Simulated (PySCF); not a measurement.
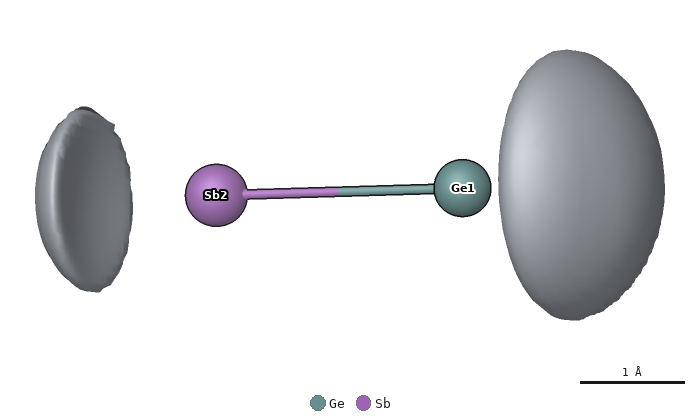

Figure. GeSb (charge +1, triplet). Isosurface of the electron localisation function at 0.85 (grey), seen from one side. Core shells and regions of very low density are left out.

Core potentials replace the inner electrons of Sb.

Computed with PBE0/cc-pVDZ(-PP), non-relativistic Hamiltonian with scalar-relativistic core potentials where named, at a bond length of 2.614 Å in PySCF 2.14.0.

```yaml
atoms:
  - { symbol: Ge, position_ang: [0.0000, 0.0000, -1.6222] }
  - { symbol: Sb, position_ang: [0.0000, 0.0000, 0.9918] }
```

Identify the bonds, lone pairs and shells in this picture.

The ELF exceeds this value in one lobe on Ge, pointing away from the bonds (non-bonding electrons) and one lobe on Sb, pointing away from the bonds (non-bonding electrons).

Values along the shortest contacts:
Ge–Sb (2.61 Å): the ELF peaks at about 0.75 between the atoms, as expected for a covalent bond.
